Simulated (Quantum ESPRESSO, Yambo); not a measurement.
# Quasiparticle gap of BP (F-43m) in Yambo, part 3 of 3

Wanted: ground state, empty states, screening and self-energy for BP (F-43m).

Quantum ESPRESSO 7.5 and Yambo 5.3.0; PBE and many-body steps on it, plane waves. Known limits of the many-body steps: not at the basis limit.

So far. Step 3 (Bands along the symmetry lines): The gap is 1.260 eV, −0.021 eV from the run before at this level. Step 4 (Empty states on the mesh, 8×8×8 mesh, 279 bands): On this mesh the gap is 1.281 eV.

## Step 6: Screening and self-energy, 8×8×8 mesh, 116 bands, screening to 231.3 eV

G0W0 replaces the xc potential by the self-energy, built once from these orbitals. Only a window of levels is corrected, while the sums run over the empty bands that the input names.

This step: G0W0 on PBE, plane waves, norm-conserving pseudopotentials.

gw2.in reads:

```
HF_and_locXC
gw0
dyson
ppa
em1d
rim_cut
RandQpts= 1000000
RandGvec= 1 RL
EXXRLvcs= 68 Ry
VXCRLvcs= 272 Ry
Chimod= "HARTREE"
% BndsRnXp
 1 | 116 |
%
NGsBlkXp= 17 Ry
% LongDrXp
 1 | 1 | 1 |
%
% GbndRnge
 1 | 116 |
%
DysSolver= "n"
ExtendOut
PPAPntXp= 27.21138 eV
% QPkrange
 1 | 1 | 3 | 6 |
 18 | 18 | 3 | 6 |
%
```

Started as:

```
$ OMP_NUM_THREADS=1 mpirun -n 4 yambo -F gw2.in -J gw2 -C gw2 > gw2.log
```

The program printed:

```text
 Yambo, version 5.3.0

 [02] CORE Variables Setup
 =========================

  [... cell, symmetries and grids as in the set-up ...]

  [02.05] Energies & Occupations
  ==============================

  [X] === General ===
  [X] Electronic Temperature                        :  0.000000  0.000000 [eV K]
  [X] Bosonic    Temperature                        :  0.000000  0.000000 [eV K]
  [X] Finite Temperature mode                       : no
  [X] El. density                                   :  0.34242E+24 [cm-3]
  [X] Fermi Level                                   :  9.241273 [eV]

  [X] === Gaps and Widths ===
  [X] Conduction Band Min                           :  1.280512 [eV]
  [X] Valence Band Max                              :  0.000000 [eV]
  [X] Filled Bands                                  :   4
  [X] Empty Bands                                   :    5  279
  [X] Direct Gap                                    :  3.406803 [eV]
  [X] Direct Gap localized at k                     :  1
  [X] Indirect Gap                                  :  1.280512 [eV]
  [X] Indirect Gap between kpts                     :   1  18
  [X] Last valence band width                       :  5.466754 [eV]
  [X] 1st conduction band width                     :  4.052812 [eV]

 [03] Transferred momenta grid and indexing
 ==========================================

 IBZ Q-points                                      :  29
 BZ  Q-points                                      :   512

 K/Q-points units:
 rlu = crystal or reduced units; cc = cartesian coordinates; iku = interal k-units

 Q [ 1]         [rlu]:  0.000000  0.000000  0.000000
 Q [ 2]         [rlu]: -0.53086E-18 -0.53086E-18  0.12500
 Q [ 3]         [rlu]: -0.10617E-17 -0.10617E-17  0.25000
 Q [ 4]         [rlu]: -0.12375E-16 -0.12375E-16  0.37500
 Q [ 5]         [rlu]:  0.21235E-17  0.21235E-17 -0.50000
 Q [ 6]         [rlu]: -0.45253E-17  0.12500      0.12500
 Q [ 7]         [rlu]: -0.74698E-17  0.12500      0.25000
 Q [ 8]         [rlu]: -0.28817E-16  0.12500      0.37500
 Q [ 9]         [rlu]:  0.55886E-16  0.12500      0.50000
 Q [10]         [rlu]:  0.21235E-17  0.12500     -0.37500
     [... 17 further rows ...]
 Q [28]         [rlu]:  0.125000 -0.500000 -0.375000
 Q [29]         [rlu]:  0.250000 -0.500000 -0.250000

 [04] Coloumb potential Random Integration (RIM)
 ===============================================

  [04.01] RIM initialization
  ==========================

  * Diagonal components only detected *

  8 x (sBL volume)        :  0.024583 [a.u.]
  sBZ random points       :  1000000
  Points outside the sBZ  :   7987327
  RL volume               :  1.573293 [a.u.]
  Integrated volume       :  1.575789 [a.u.]

  [04.02] RIM integrals
  =====================

  Gamma point sphere radius             :  0.052742 [a.u.]
  Points outside the sphere             :   799513
  [Int_sBZ(q=0) 1/q^2]*(Vol_sBZ)^(-1/3) =:  7.764325
                                 should be <:  7.795600

  Summary of Coulomb integrals for non-metallic bands |Q|[au] RIM/Bare

  Q [1] 0.100000E-4 0.995988 * Q [2] 0.158631 1.066458
  Q [6] 0.183171 1.065091 * Q [12] 0.259043 1.027253
  Q [7] 0.303755 1.020682 * Q [3] 0.317261 1.018308
  Q [13] 0.366342 1.014848 * Q [11] 0.399212 1.011996
  Q [22] 0.409583 1.011845 * Q [8] 0.448675 1.010056
  Q [14] 0.475892 1.009230 * Q [4] 0.475892 1.009072
  Q [17] 0.518086 1.007737 * Q [23] 0.541827 1.007391
  Q [10] 0.549513 1.007001 * Q [18] 0.549513 1.007295
  Q [25] 0.579237 1.006689 * Q [9] 0.600566 1.006310
  Q [15] 0.607509 1.006225 * Q [5] 0.634523 1.005615
  Q [19] 0.654051 1.005597 * Q [16] 0.654051 1.005403
  Q [27] 0.660432 1.005345 * Q [24] 0.685363 1.005053
  Q [26] 0.703481 1.005038 * Q [21] 0.732684 1.004689
  Q [28] 0.755233 1.004511 * Q [20] 0.777128 1.004279
  Q [29] 0.819165 1.004071

 [WARNING] [Xp] User bands 1-116 break level degeneracy

 [05] Dipoles
 ============

  [05.01] Setup: observables and procedures
  =========================================

 [06] Dynamic Dielectric Matrix (PPA)
 ====================================

 [WR./gw2//ndb.pp]---------------------------------------------------------------
  Brillouin Zone Q/K grids (IBZ/BZ)                :    29   512    29   512
  RL vectors                                       :  2085 [WF]
  Coulomb cutoff potential                         : none
  Electronic Temperature                           :  0.000000 [K]
  Bosonic    Temperature                           :  0.000000 [K]
  PPA    diel. fun.  energies                      : Perdew, Burke & Ernzerhof(X)+Perdew, Burke & Ernzerhof(C)
  wavefunctions                                    : Perdew, Burke & Ernzerhof(X)+Perdew, Burke & Ernzerhof(C)
  Global Gauge                                     : length
  X matrix size                                    :  181
  X band range                                     :    1  116
  X e/h energy range                               : -1.000000 -1.000000 [eV]
  X Time ordering                                  : R
  X Hxc Kernel                                     : HARTREE
  X Drude frequency                                :  0.000000  0.000000
  X poles                                          :  100.0000 [o/o]
  RL vectors in the sum                            :  2085
  [r,Vnl] included                                 : yes
  Field direction                                  :  0.577350E-5  0.577350E-5  0.577350E-5
  BZ energy Double Grid                            : no
  BZ energy DbGd points                            : 0
  BZ Q point size factor                           : -1.000000
  X Optical Averaged directions                    : none

 [07] Local Exchange-Correlation + Non-Local Fock
 ================================================

 [VXC] Plane waves :  11935
 [EXS] Plane waves :  1471

 QP @ state[ 1 ] K range:  1  1
 QP @ state[ 1 ] b range:   3   6
 QP @ state[ 2 ] K range:  18  18
 QP @ state[ 2 ] b range:   3   6

 [xc] Functional : Perdew, Burke & Ernzerhof(X)+Perdew, Burke & Ernzerhof(C)
 [xc] LIBXC used to calculate xc functional
  PP Number of Atomic Species                      :  2
  NLCC RL compoments                               :  11935
  PP Number of Atomic Species                      :  2
  NLCC RL compoments                               :  11935

 [xc] E_xc :  -2.820910 [Ha]
      E_xc :  -5.641820 [Ry]

  Local XC kind (lXC) : Perdew, Burke & Ernzerhof(X)+Perdew, Burke & Ernzerhof(C)
  Non-Local XC kind (nlXC) : Hartree-Fock

  Corrections @ K [1] :  [eV]
 <3|nlXC|3> = -14.90583  0.43230E-18 <3|lXC|3> = -13.29750  0.27751E-20
 <4|nlXC|4> = -14.90581  0.16587E-17 <4|lXC|4> = -13.29750 -0.18866E-15
 <5|nlXC|5> = -7.342946  0.12032E-17 <5|lXC|5> = -12.02603  0.13811E-19
 <6|nlXC|6> = -7.342952 -0.30014E-17 <6|lXC|6> = -12.02603 -0.94408E-16

  Corrections @ K [18] :  [eV]
 <3|nlXC|3> = -15.78733 -0.23846E-17 <3|lXC|3> = -12.53017  0.23607E-16
 <4|nlXC|4> = -15.78745  0.11894E-16 <4|lXC|4> = -12.53017  0.94411E-16
 <5|nlXC|5> = -6.867622 -0.38022E-17 <5|lXC|5> = -11.02522  0.94409E-16
 <6|nlXC|6> = -5.938397 -0.27176E-17 <6|lXC|6> = -10.56584  0.47206E-16

 [08] Dyson equation: Newton solver
 ==================================

  [08.01] G0W0 (W PPA)
  ====================

  [  GW  ] Bands range     :    1  116
  [GW/PPA] G damping       :  0.100000 [eV]

  QP @ state[ 1 ] K range:  1  1
  QP @ state[ 1 ] b range:   3   6
  QP @ state[ 2 ] K range:  18  18
  QP @ state[ 2 ] b range:   3   6

   Sc/G bands                                       :    1  116
   Sc/G damping                                     :  0.100000 ev
   Sc bands terminator                              : no
   Sx RL components                                 :  1471

   QP @ state[ 1 ] K range                          :  1  1
   QP @ state[ 1 ] b range                          :   3   6
   QP @ state[ 2 ] K range                          :  18  18
   QP @ state[ 2 ] b range                          :   3   6
   GF energies kind                                 : Perdew, Burke & Ernzerhof(X)+Perdew, Burke & Ernzerhof(C)
   GF WF`s kind                                     : Perdew, Burke & Ernzerhof(X)+Perdew, Burke & Ernzerhof(C)
   Xs energies kind                                 : Perdew, Burke & Ernzerhof(X)+Perdew, Burke & Ernzerhof(C)
   Xs WF`s kind                                     : Perdew, Burke & Ernzerhof(X)+Perdew, Burke & Ernzerhof(C)

 [11] Game Over & Game summary
```

Wall time 7.6 min (4 MPI ranks of Arm Neoverse V1, shared host); peak memory 1.6 GiB; 30 min of CPU time.

This step gave:

```
G0W0 gap on the points computed              : 2.032 eV
starting gap on the mesh                     : 1.281 eV
k of the valence top                         : 0, 0, 0
k of the conduction bottom                   : 0, 0.375, 0.375
least direct G0W0 gap on the computed points : 4.287 eV
Z at the valence top                         : 0.7957
Z at the conduction bottom                   : 0.8078
```

The gap on the mesh goes from 1.28 eV to 2.03 eV, a correction of +0.75 eV.

Limits: finite bands, cutoff and mesh. v1 is the top filled band, c1 the lowest empty one. Levels before and after the correction, in eV, zero at the valence-band top of each column:

```
           conduction bottom  valence top
Kohn-Sham               1.28         0.00
     G0W0               2.03         0.00
```

```
                           level  energy (eV)
Kohn-Sham                Γ v2-v1        0.000
Kohn-Sham                Γ c1-c2        3.407
Kohn-Sham  (0 0.375 0.375) v2-v1       -3.760
Kohn-Sham     (0 0.375 0.375) c1        1.281
Kohn-Sham     (0 0.375 0.375) c2        2.691
     G0W0                Γ v2-v1        0.000
     G0W0                Γ c1-c2        4.287
     G0W0  (0 0.375 0.375) v2-v1       -3.930
     G0W0     (0 0.375 0.375) c1        2.032
     G0W0     (0 0.375 0.375) c2        3.482
```

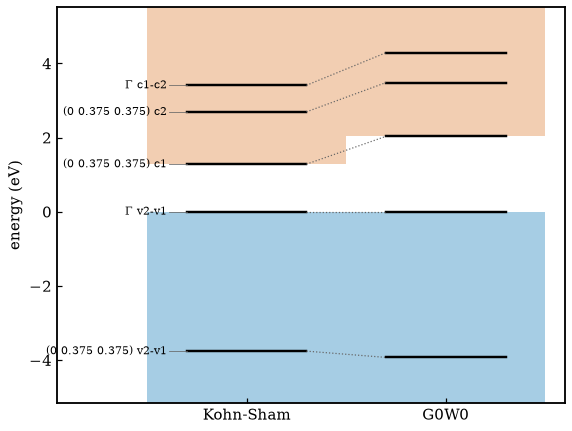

Levels before and after the correction. Shaded: valence and conduction bands.

## Step 7: Where the time went

Times are wall times on the hardware named with each run, good to a factor of about two.

```
                          step     time  share  memory (GiB)
                  ground state    2.1 s    0 %          0.19
bands along the symmetry lines    1.8 s    0 %          0.05
      empty states on the mesh     44 s    9 %          0.37
         conversion and set-up    2.6 s    1 %          0.24
     screening and self-energy  7.6 min   90 %           1.6
```

## Step 8: What came out

```json
{
 "PBE gap": "1.26 eV, indirect",
 "G0W0 gap on the mesh": "2.03 eV",
 "G0W0 gap over the zone (rigid shift)": "2.01 eV",
 "GW settings": "8×8×8 mesh, 116 bands, screening to 231.3 eV, Godby-Needs plasmon pole",
 "known limits": "not at the basis limit"
}
```

G0W0 moves the gap on the mesh from 1.28 eV to 2.03 eV (+0.75 eV), with Z of 0.80 and 0.81 at the edges. The mesh misses the band edges by 0.02 eV in all; a rigid shift gives 2.01 eV for the zone. Only 2 of the mesh's irreducible points were corrected, so a valley elsewhere could overtake. The dearest step here is «screening and self-energy». Bands and cutoff are finite, so the gap is not at the basis limit. The miss can reach some tenths of an eV and take either sign; the mesh is an error of its own. In the G0W0 run levels were corrected at 2 k points alone, so a gap called «on the mesh» is the least over those, and an edge elsewhere would be missed.

[Paths, hosts, dates, memory and timing lines, banners, echoed tables and standing remarks are left out of the program output.]

[Logs are printed without paths, hosts, clocks, repeated set-up lines and the standing remarks that a program may print on its own settings, such as how far it seeks lower states.]

[Runs of the session that timed out or met a known fault of the program may be left out.]

[Hosts, paths, dates, database ids (printed as entryN), source tags and the programs' standing remarks are cut or masked in the printed files.]
